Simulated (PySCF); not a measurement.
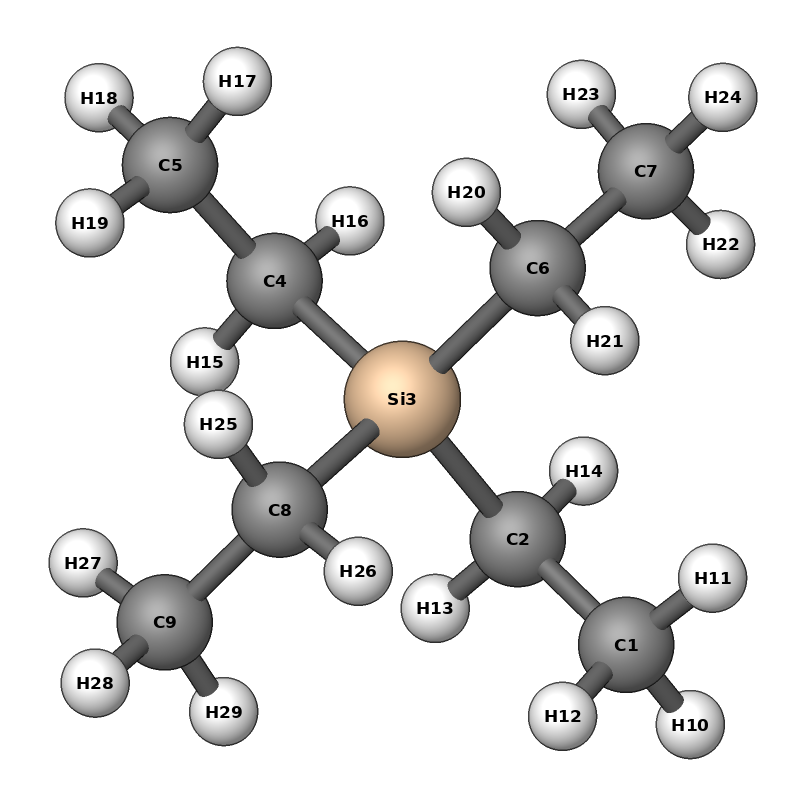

The geometry was computed by an optimisation with PBE0-D3(BJ)/def2-SVP. No frequency run is at hand to confirm it as a minimum. Properties computed with GIAO WP04/pcSseg-1 NMR shielding, non-relativistic, gas phase (PySCF 2.14.0). Principal shieldings σ11 ≤ σ22 ≤ σ33, span Ω = σ33 − σ11, skew κ = 3(σiso − σ22)/Ω.

Give the shielding tensors of the C atoms.

```json
{"atom": "C1", "σ11": "155.0", "σ22": "155.5", "σ33": "172.0", "σiso": "160.8", "Ω": "17.0", "κ": "0.94"}
{"atom": "C2", "σ11": "156.6", "σ22": "161.2", "σ33": "182.4", "σiso": "166.7", "Ω": "25.8", "κ": "0.65"}
{"atom": "C4", "σ11": "156.7", "σ22": "161.2", "σ33": "182.4", "σiso": "166.8", "Ω": "25.8", "κ": "0.65"}
{"atom": "C5", "σ11": "155.0", "σ22": "155.5", "σ33": "171.9", "σiso": "160.8", "Ω": "17.0", "κ": "0.94"}
{"atom": "C6", "σ11": "156.7", "σ22": "161.1", "σ33": "182.5", "σiso": "166.8", "Ω": "25.8", "κ": "0.65"}
{"atom": "C7", "σ11": "155.0", "σ22": "155.5", "σ33": "171.9", "σiso": "160.8", "Ω": "16.9", "κ": "0.94"}
{"atom": "C8", "σ11": "156.7", "σ22": "161.2", "σ33": "182.4", "σiso": "166.8", "Ω": "25.8", "κ": "0.65"}
{"atom": "C9", "σ11": "155.0", "σ22": "155.5", "σ33": "172.0", "σiso": "160.8", "Ω": "16.9", "κ": "0.94"}
```

Shieldings and span in ppm.
